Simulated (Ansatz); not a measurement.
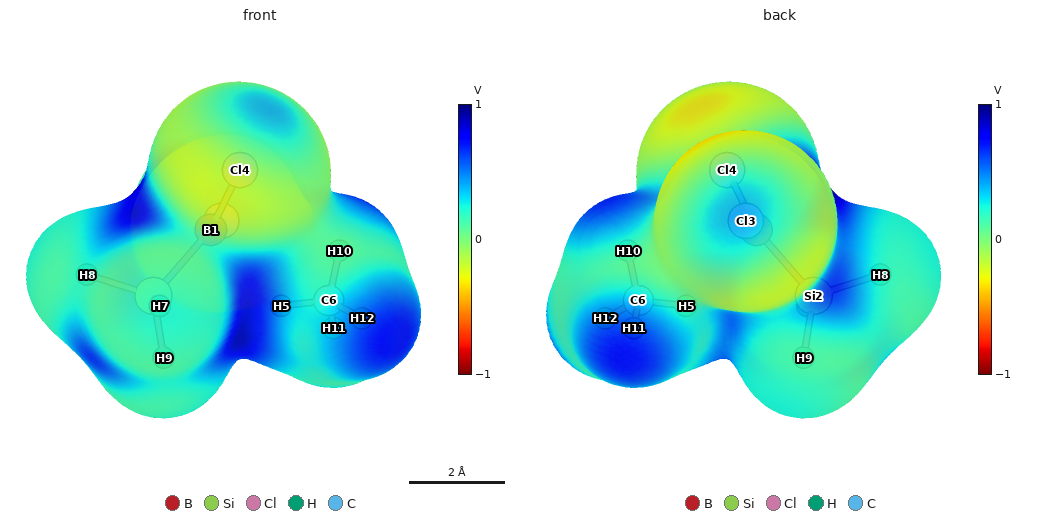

Figure 1: BCl₂H₃Si···CH₄. The electrostatic potential painted on the density surface at 0.002 e/bohr³, seen from the front and from behind; red is negative and blue positive.

Not at a stationary point (largest force 0.9 eV/Å).

These are results of RKS PBE-D4/6-31G* (Ansatz), not measurements.

```xyz
12

B     0.2803   -0.3613    1.1700
Si    1.3574    1.1995    0.6197
Cl    0.9356   -1.9921    0.9488
Cl   -1.1724   -0.1663    2.1630
H    -0.6352    0.0598   -0.8445
C    -1.2803   -0.7033   -1.2746
H     0.5612    2.4726    0.6125
H     2.4774    1.3470    1.6176
H     1.9687    1.0049   -0.7370
H    -1.6915   -1.3541   -0.4878
H    -0.6929   -1.3121   -1.9826
H    -2.1083   -0.1948   -1.8053
```

> Which sites attract a positive test charge, and which a negative one?

A positive charge is drawn to the negative regions and a negative charge to the positive ones. The most negative region (about −0.3 V) lies over Cl3 and Cl4, the most positive (about +0.9 V) over B1 and Si2. Cl3 shows a σ-hole: about +0.4 V at the tip opposite its bond, against about −0.1 V on its flanks. Cl4 shows a σ-hole: about +0.4 V at the tip opposite its bond, against about −0.1 V on its flanks.
